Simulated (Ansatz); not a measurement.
# AlF₂H₃O₃ (built from SMILES OO.[OH][Al]([F])[F]): search for a transition state, part 2 of 2

Ansatz 0.2.0, Gaussian basis; PBE0-D4. Earlier steps stand in the parts before.

## 5. Saddle search in triple zeta

The search itself is an outer loop (partitioned rational-function steps, Bofill update of the Hessian). Each step is one single-point run with forces. It stops when the largest force is under 0.01 eV/Å and the followed curvature is negative. The first step's input:

The input, saddle/in.yaml:

```yaml
crystal:
  periodic: [false, false, false]
  atoms:
    - {symbol: Al, position_ang: [-0.730875, -0.326327, -0.015858]}
    - {symbol: O, position_ang: [0.709372, -0.893885, 0.986267]}
    - {symbol: F, position_ang: [-1.001778, -1.544025, -1.122036]}
    - {symbol: F, position_ang: [-2.108441, 0.249848, 0.705584]}
    - {symbol: H, position_ang: [1.045285, 0.165835, 0.814854]}
    - {symbol: O, position_ang: [0.548847, 1.322206, 0.370668]}
    - {symbol: O, position_ang: [0.324837, 0.923691, -1.030301]}
    - {symbol: H, position_ang: [1.281100, -1.617862, 0.710151]}
    - {symbol: H, position_ang: [-0.068248, 1.720519, -1.419229]}
basis:
  gaussian: {orbitals: def2-TZVP}
hamiltonian: {xc: pbe0, dispersion: d4}
output: {forces: true}
scf: {lower_state_search: off}
```

The run is started by

```sh
$ ansatz run in.yaml --threads 8 --pin off --events-out ev --progress --plain --max-ram 19148MiB
```

Step by step:

| step | energy (eV) | largest force (eV/Å) | followed curvature (eV/Å²) |
| --- | --- | --- | --- |
| 1 | -18214.75003 | 0.3873 | -3.50 |
| 2 | -18214.75712 | 0.3284 | -3.49 |
| 3 | -18214.76327 | 0.1335 | -3.48 |
| 4 | -18214.76082 | 0.2434 | -3.49 |
| 5 | -18214.76450 | 0.0354 | -3.50 |
| 6 | -18214.76457 | 0.0130 | -3.57 |
| 7 | -18214.76459 | 0.0057 | -3.61 |

The 7 steps took 14 s in all (8 threads of Intel Xeon Platinum 8259CL at 2.50GHz, shared host).

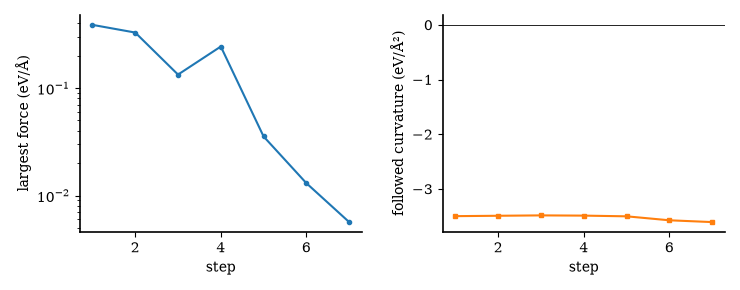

Largest force and followed curvature during the search.

The point found:

```
Al   -0.71617   -0.31551   -0.02962
O     0.69276   -0.89715    1.00618
F    -0.96420   -1.54991   -1.10380
F    -2.08154    0.26877    0.67234
H     1.05057    0.13180    0.83024
O     0.58459    1.33316    0.35903
O     0.29961    0.92444   -1.03078
H     1.25518   -1.61019    0.69183
H    -0.12070    1.71458   -1.39532
```

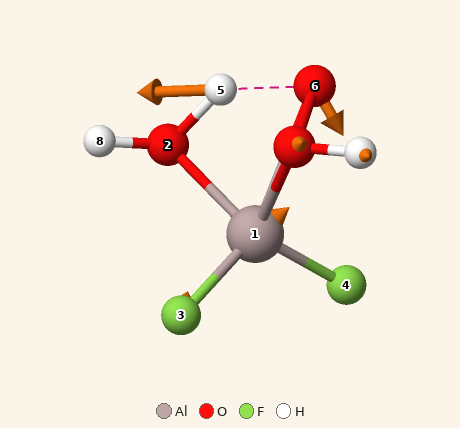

The point found; arrows show the followed mode. Pairs that react are joined by broken lines, hidden where the pair is close enough to be drawn as a bond.

## 6. Vibrations at the point found

The input, vib/in.yaml:

```yaml
crystal:
  periodic: [false, false, false]
  atoms:
    - {symbol: Al, position_ang: [-0.716166, -0.315507, -0.029615]}
    - {symbol: O, position_ang: [0.692758, -0.897149, 1.006183]}
    - {symbol: F, position_ang: [-0.964203, -1.549911, -1.103804]}
    - {symbol: F, position_ang: [-2.081541, 0.268769, 0.672341]}
    - {symbol: H, position_ang: [1.050570, 0.131803, 0.830240]}
    - {symbol: O, position_ang: [0.584588, 1.333162, 0.359027]}
    - {symbol: O, position_ang: [0.299613, 0.924436, -1.030782]}
    - {symbol: H, position_ang: [1.255180, -1.610187, 0.691831]}
    - {symbol: H, position_ang: [-0.120699, 1.714584, -1.395321]}
basis:
  gaussian: {orbitals: def2-TZVP}
hamiltonian: {xc: pbe0, dispersion: d4}
phonons: {temperatures: {t_min: 298.15, t_max: 900, t_step: 200}}
```

The run is started by

```sh
$ ansatz run in.yaml --threads 8 --pin off --events-out ev --progress --plain --max-ram 19148MiB
```

Output (excerpt; [...] marks lines left out):

```text
Functional definition: PBE0
  name "PBE0"
  cite "Adamo & Barone, J. Chem. Phys. 110, 6158 (1999) doi:10.1063/1.478522"
  cite "Perdew, Burke & Ernzerhof, Phys. Rev. Lett. 77, 3865 (1996) doi:10.1103/PhysRevLett.77.3865"
  parent pbe
[...]
1176 factors; their error is unknown
[...]
mean field -18214.62877552 eV, -669.3752611817 hartree, gradient 2.9e-5 eV, S^2 0.000000; 0 other end points of the search recorded, 0 dependent functions left out
[...]
reference -18214.62880550 eV, -669.3752622831 hartree; 29, 29 occupied and 181, 181 virtual orbitals, 1176 factors
[... from here to the last solve, the lines of the solves are left out (53 solves) ...]
1176 factors; their error is unknown
mean field -18214.62874833 eV, -669.3752601823 hartree, gradient 2.9e-6 eV, S^2 0.000000; 0 other end points of the search recorded, 0 dependent functions left out
[...]
WARN: phonons: modes at or below zero, which the zero-point energy, F, S and C_V leave out: 1, the lowest at -473.19 cm⁻¹. A minimum has none, and a first-order saddle one
[...]
Atom 0 at    -0.716166    -0.315507    -0.029615 Å, force     0.000682    -0.000544    -0.000361 eV/Å
Atom 1 at     0.692758    -0.897149     1.006183 Å, force     0.002830    -0.005661     0.001312 eV/Å
Atom 2 at    -0.964203    -1.549911    -1.103804 Å, force    -0.000396     0.000504    -0.000169 eV/Å
Atom 3 at    -2.081541     0.268769     0.672341 Å, force    -0.000183    -0.000357     0.000410 eV/Å
Atom 4 at     1.050570     0.131803     0.830240 Å, force     0.000048     0.000995    -0.000850 eV/Å
Atom 5 at     0.584588     1.333162     0.359027 Å, force     0.000003     0.000583     0.001199 eV/Å
Atom 6 at     0.299613     0.924436    -1.030782 Å, force    -0.000043    -0.001770    -0.000477 eV/Å
Atom 7 at     1.255180    -1.610187     0.691831 Å, force    -0.003219     0.004807     0.000250 eV/Å
Atom 8 at    -0.120699     1.714584    -1.395321 Å, force     0.000278     0.001444    -0.001314 eV/Å
Dipole moment:     0.643597     0.086893    -0.213310 e Å
Vibrations: -473.19 116.88 152.71 223.68 231.27 253.28 344.42 496.35 517.00 595.21 632.93 744.47 805.18 888.61 911.98 985.43 1194.33 1473.14 2085.69 3808.16 3886.87 cm⁻¹, zero-point energy 1.261389 eV
```

Run time: 95 s. Hardware: 8 threads of Intel Xeon Platinum 8259CL at 2.50GHz, shared host; peak memory 0.61 GiB.

Wavenumbers and character of the modes:

| mode | wavenumber (cm⁻¹) | character |
| --- | --- | --- |
| 1 | 473i | changes O2–H5, H5–O6 |
| 2 | 117 | bend |
| 3 | 153 | bend |
| 4 | 224 | bend |
| 5 | 231 | bend with torsion |
| 6 | 253 | bend |
| 7 | 344 | bend with Al–O stretch |
| 8 | 496 | bend with Al–O stretch |
| 9 | 517 | Al–O stretch with torsion |
| 10 | 595 | bend with Al–O stretch |
| 11 | 633 | bend |
| 12 | 744 | bend with Al–F stretch |
| 13 | 805 | Al–F stretch |
| 14 | 889 | Al–F stretch |
| 15 | 912 | O–O stretch with bend |
| 16 | 985 | mixed, led by bend |
| 17 | 1194 | bend |
| 18 | 1473 | bend |
| 19 | 2086 | O–H stretch with bend |
| 20 | 3808 | O–H stretch |
| 21 | 3887 | O–H stretch |

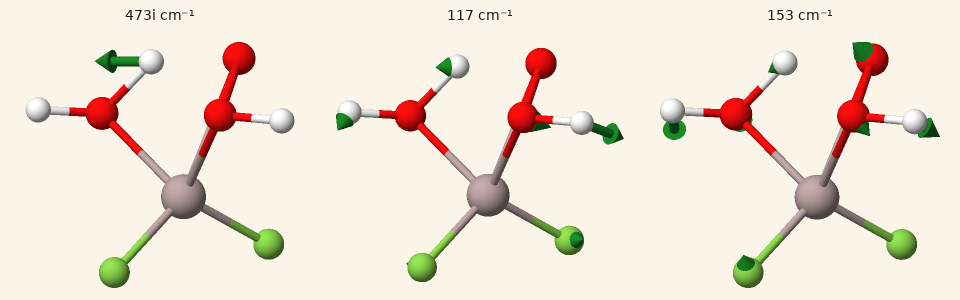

How the atoms move in 3 of the modes.

Vibrational sums (real modes only):

| T (K) | entropy (J/mol/K) | heat capacity (J/mol/K) |
| --- | --- | --- |
| 298 | 64.9 | 76.7 |
| 498 | 112.1 | 106.5 |
| 698 | 150.9 | 122.5 |
| 898 | 183.0 | 132.2 |

## 7. Relaxing after a step of 0.30 Å one way along the mode

The input, downa/in.yaml:

```yaml
crystal:
  periodic: [false, false, false]
  atoms:
    - {symbol: Al, position_ang: [-0.693998, -0.175172, -0.021394]}
    - {symbol: O, position_ang: [0.713868, -0.902442, 1.018313]}
    - {symbol: F, position_ang: [-0.923489, -1.505616, -1.023447]}
    - {symbol: F, position_ang: [-2.125160, 0.260688, 0.674878]}
    - {symbol: H, position_ang: [1.148072, -0.128637, 0.942777]}
    - {symbol: O, position_ang: [0.404241, 1.337557, 0.317229]}
    - {symbol: O, position_ang: [0.320249, 0.969709, -1.119634]}
    - {symbol: H, position_ang: [1.287284, -1.600203, 0.677721]}
    - {symbol: H, position_ang: [-0.130968, 1.744115, -1.466342]}
basis:
  gaussian: {orbitals: def2-TZVP}
hamiltonian: {xc: pbe0, dispersion: d4}
relax: {f_tol: 0.005, max_steps: 200}
```

The run is started by

```sh
$ ansatz run in.yaml --threads 8 --pin off --events-out ev --progress --plain --max-ram 19148MiB
```

Output (excerpt; [...] marks lines left out):

```text
[... 5 set-up lines as earlier in the session ...]
[...]
1176 factors; their error is unknown
[...]
mean field -18214.48193792 eV, -669.3698649993 hartree, gradient 5.4e-5 eV, S^2 0.000000; 0 other end points of the search recorded, 0 dependent functions left out
[...]
reference -18214.48196807 eV, -669.3698661071 hartree; 29, 29 occupied and 181, 181 virtual orbitals, 1176 factors
relax step   1: F+E_penalty+E_count = -18214.61796469 eV  Δ(F+E_penalty+E_count) = +0.000e0 eV  max|allowed force component| = 5.447e0 eV/Å  Δτ_max = 0.0000 Å  (29 SCF iters, accepted)
[...]
Total energy: -18215.41754706 eV, -669.4042480010 hartree
Atom 0 at    -0.420017    -0.111719    -0.178047 Å, force    -0.000668    -0.000550     0.004345 eV/Å
Atom 1 at     0.591815    -0.987475     1.267365 Å, force     0.000226    -0.000943    -0.000337 eV/Å
Atom 2 at    -0.416811    -1.517721    -1.064479 Å, force     0.001552    -0.001425    -0.002433 eV/Å
Atom 3 at    -1.806111     0.317110     0.619041 Å, force    -0.001545     0.002601    -0.000432 eV/Å
Atom 4 at     1.370019    -0.524745     1.595847 Å, force    -0.000721    -0.001031    -0.000301 eV/Å
Atom 5 at     0.763994     1.167479    -0.451065 Å, force     0.002832     0.001125    -0.000199 eV/Å
Atom 6 at    -0.247689     1.354784    -1.514028 Å, force    -0.002703     0.000443    -0.000950 eV/Å
Atom 7 at     0.862253    -1.861485     0.959183 Å, force     0.000758     0.000730     0.000403 eV/Å
Atom 8 at    -0.697354     2.163769    -1.233716 Å, force     0.000269    -0.000950    -0.000097 eV/Å
Dipole moment:     0.628571    -0.056796     0.526573 e Å
```

It took 42 s on 8 threads of Intel Xeon Platinum 8259CL at 2.50GHz, shared host; peak memory 0.6 GiB.

Along the way: (the energy doesn't fall at every step)

| step | energy from step 1 (eV) | largest force component (eV/Å) |
| --- | --- | --- |
| 1 | 0.0000 | 5.4465 |
| 2 | -0.3407 | 0.7787 |
| 3 | -0.4031 | 0.5398 |
| 4 | -0.4638 | 0.7199 |
| 5 | -0.5176 | 1.1062 |
| 6 | -0.6268 | 0.5236 |
| 7 | -0.6911 | 1.1222 |
| 8 | -0.7343 | 1.2812 |
| 9 | -0.7694 | 0.6650 |
| 10 | -0.7598 | 0.4541 |
| 11 | -0.7953 | 0.1686 |
| 12 | -0.7973 | 0.1225 |
| 13 | -0.7981 | 0.0762 |
| 14 | -0.7989 | 0.0683 |
| 15 | -0.7986 | 0.1407 |
| 16 | -0.7994 | 0.0191 |
| 17 | -0.7995 | 0.0186 |
| 18 | -0.7996 | 0.0043 |

Close pairs (by a distance rule), those that changed most:

| bond | before (Å) | after (Å) | change (Å) |
| --- | --- | --- | --- |
| Al1–O6 | 1.900 | 1.764 | -0.135 |
| Al1–O7 | 1.883 | 1.991 | +0.108 |
| Al1–O2 | 1.895 | 1.970 | +0.075 |
| O2–H5 | 0.891 | 0.963 | +0.073 |
| Al1–F3 | 1.681 | 1.662 | -0.019 |
| O6–O7 | 1.486 | 1.479 | -0.006 |
| O7–H9 | 0.961 | 0.967 | +0.006 |
| Al1–F4 | 1.650 | 1.655 | +0.005 |

## 8. Relaxing after a step of 0.30 Å the other way along the mode

The input, downb/in.yaml:

```yaml
crystal:
  periodic: [false, false, false]
  atoms:
    - {symbol: Al, position_ang: [-0.738333, -0.455842, -0.037837]}
    - {symbol: O, position_ang: [0.671648, -0.891857, 0.994053]}
    - {symbol: F, position_ang: [-1.004918, -1.594206, -1.184161]}
    - {symbol: F, position_ang: [-2.037922, 0.276850, 0.669804]}
    - {symbol: H, position_ang: [0.953067, 0.392243, 0.717704]}
    - {symbol: O, position_ang: [0.764935, 1.328768, 0.400825]}
    - {symbol: O, position_ang: [0.278977, 0.879163, -0.941930]}
    - {symbol: H, position_ang: [1.223075, -1.620171, 0.705941]}
    - {symbol: H, position_ang: [-0.110429, 1.685053, -1.324299]}
basis:
  gaussian: {orbitals: def2-TZVP}
hamiltonian: {xc: pbe0, dispersion: d4}
relax: {f_tol: 0.005, max_steps: 200}
```

The run is started by

```sh
$ ansatz run in.yaml --threads 8 --pin off --events-out ev --progress --plain --max-ram 19148MiB
```

Output (excerpt; [...] marks lines left out):

```text
[... 5 set-up lines as earlier in the session ...]
[...]
1176 factors; their error is unknown
[...]
mean field -18214.76920693 eV, -669.3804219408 hartree, gradient 3.4e-5 eV, S^2 0.000000; 0 other end points of the search recorded, 0 dependent functions left out
[...]
reference -18214.76923700 eV, -669.3804230458 hartree; 29, 29 occupied and 181, 181 virtual orbitals, 1176 factors
relax step   1: F+E_penalty+E_count = -18214.90482889 eV  Δ(F+E_penalty+E_count) = +0.000e0 eV  max|allowed force component| = 2.202e0 eV/Å  Δτ_max = 0.0000 Å  (29 SCF iters, accepted)
[...]
Total energy: -18215.50062337 eV, -669.4073009992 hartree
Atom 0 at    -0.752584    -0.606273    -0.138966 Å, force     0.001761    -0.001020     0.000878 eV/Å
Atom 1 at     0.486044    -0.802904     1.043299 Å, force     0.001483    -0.002041     0.000063 eV/Å
Atom 2 at    -0.799672    -1.691562    -1.374440 Å, force    -0.000040     0.000366    -0.000165 eV/Å
Atom 3 at    -2.180391     0.083638     0.329471 Å, force    -0.001156     0.000853    -0.000799 eV/Å
Atom 4 at     1.376888     0.521203     0.408441 Å, force     0.001259     0.000901    -0.002061 eV/Å
Atom 5 at     1.365782     1.250017    -0.271655 Å, force     0.000216    -0.001565     0.002079 eV/Å
Atom 6 at     0.044000     1.055611    -0.775869 Å, force    -0.002683     0.001549    -0.000084 eV/Å
Atom 7 at     0.905491    -1.638865     1.237227 Å, force    -0.001070     0.001192     0.000653 eV/Å
Atom 8 at    -0.445459     1.829138    -0.457407 Å, force     0.000229    -0.000235    -0.000563 eV/Å
Dipole moment:     0.363744     0.245121     0.272476 e Å
```

Wall time 39 s (8 threads of Intel Xeon Platinum 8259CL at 2.50GHz, shared host); peak memory 0.6 GiB.

Step by step: (the energy doesn't fall at every step)

| step | energy from step 1 (eV) | largest force component (eV/Å) |
| --- | --- | --- |
| 1 | 0.0000 | 2.2022 |
| 2 | -0.2351 | 0.8727 |
| 3 | -0.4014 | 1.1275 |
| 4 | -0.4619 | 1.2196 |
| 5 | -0.5188 | 0.3851 |
| 6 | -0.5364 | 0.7015 |
| 7 | -0.5563 | 0.3324 |
| 8 | -0.5671 | 0.2904 |
| 9 | -0.5833 | 0.0882 |
| 10 | -0.5887 | 0.4336 |
| 11 | -0.5513 | 0.7434 |
| 12 | -0.5945 | 0.1172 |
| 13 | -0.5942 | 0.0859 |
| 14 | -0.5952 | 0.0650 |
| 15 | -0.5957 | 0.0286 |
| 16 | -0.5957 | 0.0154 |
| 17 | -0.5958 | 0.0104 |
| 18 | -0.5958 | 0.0027 |

Close pairs (by a distance rule), those that changed most:

| bond | before (Å) | after (Å) | change (Å) |
| --- | --- | --- | --- |
| Al1–O2 | 1.801 | 1.724 | -0.077 |
| O6–O7 | 1.497 | 1.428 | -0.069 |
| Al1–O7 | 1.906 | 1.950 | +0.043 |
| H5–O6 | 1.006 | 0.997 | -0.010 |
| Al1–F3 | 1.637 | 1.645 | +0.008 |
| O7–H9 | 0.973 | 0.969 | -0.004 |
| O2–H8 | 0.958 | 0.955 | -0.003 |
| Al1–F4 | 1.651 | 1.653 | +0.002 |

## 9. The three structures

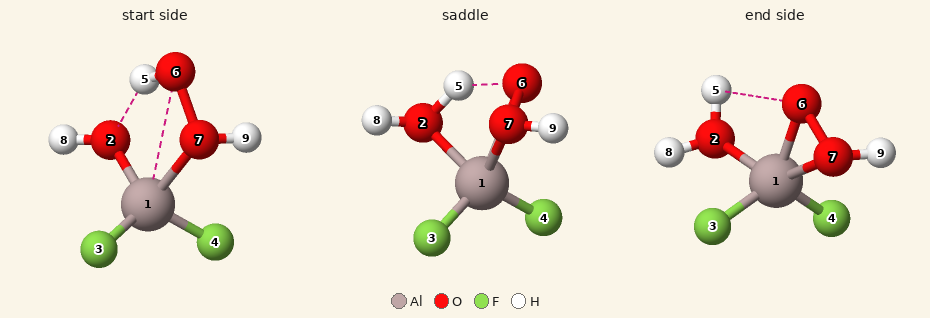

The minimum on the start side, the saddle and the minimum on the end side; broken lines join the pairs that change, where they aren't drawn as bonds.

| pair | start side (Å) | saddle (Å) | end side (Å) |
| --- | --- | --- | --- |
| Al1–O6 | 2.820 | 2.136 | 1.764 |
| O2–H5 | 1.718 | 1.104 | 0.963 |
| Al1–O2 | 1.724 | 1.843 | 1.970 |
| H5–O6 | 0.997 | 1.372 | 2.724 |

## 10. Summary of results

What follows sums up all 2 parts.

| quantity | value |
| --- | --- |
| imaginary mode | 473i cm⁻¹ |
| barrier from the start side | 0.736 eV |
| barrier from the end side | 0.653 eV |
| energy of the step | +0.083 eV |
| pairs that change | Al1–O6 formed, O2–H5 formed, Al1–O2 loosened, H5–O6 broken |
| zero-point energy at the saddle | 1.261 eV |

**Reading.** The point has a single imaginary mode (473i cm⁻¹), as a transition state must. Going downhill both ways gives the intended start and end. A bond meant to break is only loosened at the end: the products stay bound as an adduct. At PBE0-D4/def2-TZVP the electronic barrier is 0.736 eV, about 29 kT at 298 K, and the step runs 0.083 eV uphill. A step off the saddle overshot and began above it in energy, so the link to its end is likely but not proven. The ends are the nearest minima, not always the lowest complexes.
